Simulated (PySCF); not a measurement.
SMILES C=CC[SiH2]OC at its GFN2-xTB optimised geometry (Å):

```
16

C      2.4899    -2.0498    -1.1114
C      1.8183    -1.6171    -0.0597
C      0.3491    -1.4144    -0.0160
Si    -0.0583     0.4398     0.0000
O     -1.6807     0.4398     0.0000
C     -2.5330     1.5430     0.0000
H      1.9900    -2.3136    -2.0292
H      3.5605    -2.1629    -1.1027
H      2.3475    -1.3551     0.8473
H     -0.0584    -1.8787     0.8832
H     -0.1194    -1.8926    -0.8761
H      0.4693     1.1120     1.1953
H      0.4798     1.1282    -1.1795
H     -2.3661     2.1629     0.8838
H     -2.3717     2.1574    -0.8887
H     -3.5605     1.1780     0.0043
```

Calculation: B3LYP/def2-TZVP run with PySCF.

Map of the electrostatic potential (hartree/e), clipped to [-0.08, 0.12] on the plane z = 0.8 Å:

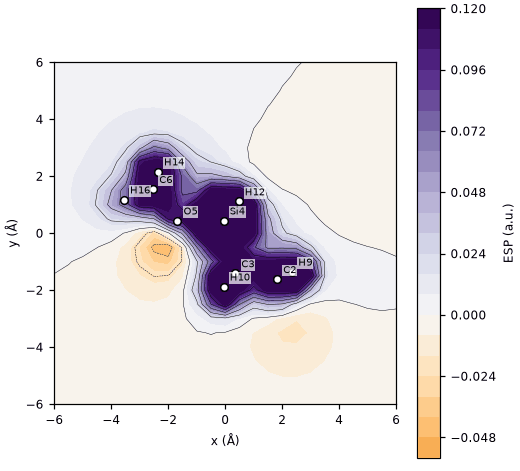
Fig. 1. Electrostatic potential (hartree/e), clipped to [-0.08, 0.12] on the plane z = 0.8 Å.
